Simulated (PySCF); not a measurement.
# N2O: the cost of one run

Programs: PySCF 2.14.0, with density-fitted response routines of our own. Each step states its level of theory. These are calculated values for one molecule in the gas phase, unless marked as measured. Atoms are numbered from 0 throughout.

### 1 Starting geometry

3 atoms, charge 0, multiplicity 1; geometry from: MMFF94s. The atoms were then displaced at random by about 0.03 Å, so the start is not that level's minimum.

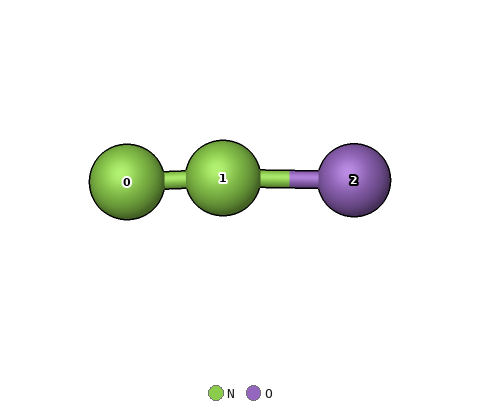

As it starts; nitrogen green, oxygen purple, atoms numbered.

### 2 Optimising the geometry at PBE0-D3(BJ)/def2-SVP

The job: settings as JSON, then the geometry in Å.

```
{"job": {"xc": "PBE0", "basis": "def2-SVP", "d3": "d3bj", "grid": 1, "shake": 0.03, "kind": "geom"}, "charge": 0, "multiplicity": 1}
N     -1.138080     0.026700     0.012540
N     -0.129340     0.089880    -0.006470
O      1.251020     0.096620    -0.025960
```

On the command line:

```bash
$ OMP_NUM_THREADS=1 python probes_run.py task.json out
```

This one command runs all jobs of the session in turn.

Q: Estimate the wall time and peak memory of this first job on 1 thread of Intel Xeon Platinum 8488C, shared host.

About 2.6 s, with a peak of 0.25 GiB.
